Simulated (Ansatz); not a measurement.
**Fields on a plane of Cu (fcc, Cu type)**

```
CELL_PARAMETERS angstrom
      0.00000     1.78838     1.78838
      1.78838     0.00000     1.78838
      1.78838     1.78838     0.00000
ATOMIC_POSITIONS crystal
  Cu 0.00000 0.00000 0.00000
```

The slice is a {110} plane (indices of the conventional cell) through the point (0.000, 0.000, 0.000) (fractional), spanned by u = [100] and v = [1 -1 -1] in vectors of this cell: u (2.53 Å) and v (3.58 Å, at 90° to u). It covers one period; positions are fractions (u, v).

Atoms on it: Cu at (0.00, 0.00).

Calculation: r2SCAN (plane waves to 500 eV, PAW, scalar-relativistic; Ansatz, a program for electronic structure). k mesh 22×22×22. These are valence fields of a PAW run, semicore shells included where kept as valence: close to a nucleus they are smooth pseudo fields. Cu is run without spin polarisation. Cu was relaxed with its symmetry unable to fall.

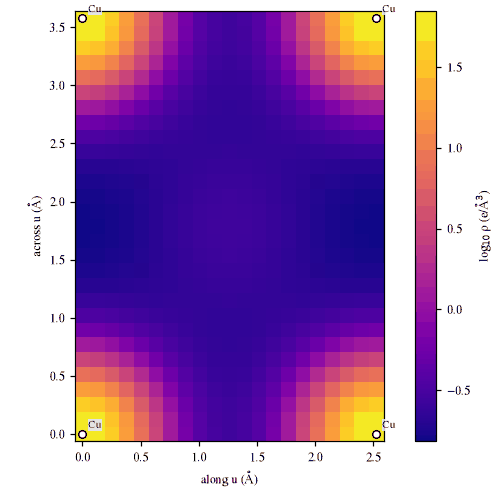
Figure: Log₁₀ of the valence density in e/Å³, one period of the plane, atoms marked. The scale is logarithmic, as a density can span decades between atoms and voids.

```
|xxxxxxxx03430xxxxxxx|
|xxxxxxxx14441xxxxxxx|
|xxxxxxxx24542xxxxxxx|
|xxxxxxx0456540xxxxxx|
|xxxxxxx3567653xxxxxx|
|xxxxxx246777642xxxxx|
|xxxx1346677766431xxx|
|11234566777776654321|
|55556666777776666555|
|77777776666666777777|
|88888776655566778888|
|99988766554556678899|
|99998765544455678999|
|99998765544455678999|
|99998765544455678999|
|99988766554556678899|
|88888776655566778888|
|77777776666666777777|
|55556666777776666555|
|11234566777776654321|
|xxxx1346677766431xxx|
|xxxxxx246777642xxxxx|
|xxxxxxx3567653xxxxxx|
|xxxxxxx0456540xxxxxx|
|xxxxxxxx24542xxxxxxx|
|xxxxxxxx14441xxxxxxx|
|xxxxxxxx03430xxxxxxx|
|xxxxxxxx03430xxxxxxx|
```
Scale: ten equal steps from 4.97 (start of '0') to 12.04 (end of '9'), in the order '0123456789'. Values: electrostatic potential energy of an electron, from the cell's mean, in eV. The map has 20 points along u (one character each, u = 0 at the left) and 28 along v (v = 0 in the bottom row). Points within 1 Å of a nucleus are blanked (x), as the pseudised field means little there. The zero, the cell's mean, hangs on the PAW cores.

Density on the Cu–Cu line (2.53 Å) at its midpoint: 0.28 e/Å³
ELF at that point: 0.22
